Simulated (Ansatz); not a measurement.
The figure comes from a scan of Ag (fcc, Cu type): a phonon pattern at L = (0.5, 0.0, 0.0) is frozen into a 2-atom cell, Q being the largest atomic displacement. These are PBE (plane waves to 420 eV, PAW, scalar-relativistic; Ansatz, a first-principles code) values and carry that method's errors. k mesh 19×19×19 (Γ-centred), Fermi-Dirac smearing 0.05 eV. With partly filled bands, energies and forces of such displacements shift with the k mesh and the smearing. Ag was relaxed with its symmetry unable to fall. 

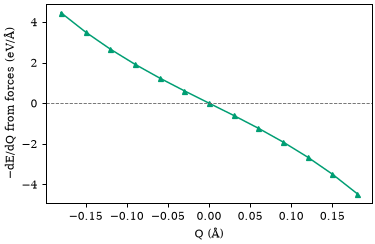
−dE/dQ from forces (eV/Å) against Q (Å); computed points joined by lines.

Task: List the plotted points as numbers.

Result: To the nearest 0.2:

```json
[
 {"Q (Å)": "-0.180", "−dE/dQ from forces (eV/Å)": "4.4"},
 {"Q (Å)": "-0.150", "−dE/dQ from forces (eV/Å)": "3.4"},
 {"Q (Å)": "-0.120", "−dE/dQ from forces (eV/Å)": "2.6"},
 {"Q (Å)": "-0.090", "−dE/dQ from forces (eV/Å)": "2.0"},
 {"Q (Å)": "-0.060", "−dE/dQ from forces (eV/Å)": "1.2"},
 {"Q (Å)": "-0.030", "−dE/dQ from forces (eV/Å)": "0.6"},
 {"Q (Å)": "0.000", "−dE/dQ from forces (eV/Å)": "0.0"},
 {"Q (Å)": "0.030", "−dE/dQ from forces (eV/Å)": "-0.6"},
 {"Q (Å)": "0.060", "−dE/dQ from forces (eV/Å)": "-1.2"},
 {"Q (Å)": "0.090", "−dE/dQ from forces (eV/Å)": "-2.0"},
 {"Q (Å)": "0.120", "−dE/dQ from forces (eV/Å)": "-2.6"},
 {"Q (Å)": "0.150", "−dE/dQ from forces (eV/Å)": "-3.4"},
 {"Q (Å)": "0.180", "−dE/dQ from forces (eV/Å)": "-4.4"}
]
```

(A displaced cell: forces are minus the slopes of the energy, force constants its curvatures, and phonons follow from these.)
